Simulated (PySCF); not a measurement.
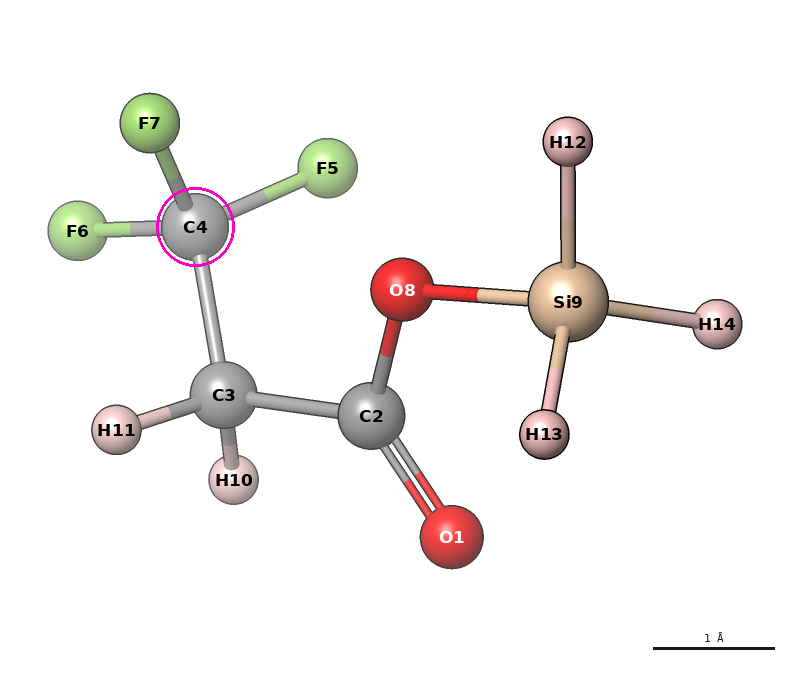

Orthographic view. Atoms fade into the background with distance from the viewer. Computed geometry: PBE0-D3(BJ)/def2-SVP optimisation. No frequency run is at hand to confirm it as a minimum.

Q: Which atoms are bonded to the circled atom?

A: The circled atom is C4; it is bonded to C3, F5, F6, F7.

Q: Of C4 and F7, which is nearer the viewer?

A: F7; the bond to C4 points away from the viewer, so it looks shorter than its 1.33 Å.

Q: Which two atoms are farthest apart in space?

A: F6 and H13, 6.64 Å.

Q: What is the shortest path along bonds from the circled atom to H14?

A: C4–C3–C2–O8–Si9–H14, 5 bonds; through space the two are 5.02 Å apart.
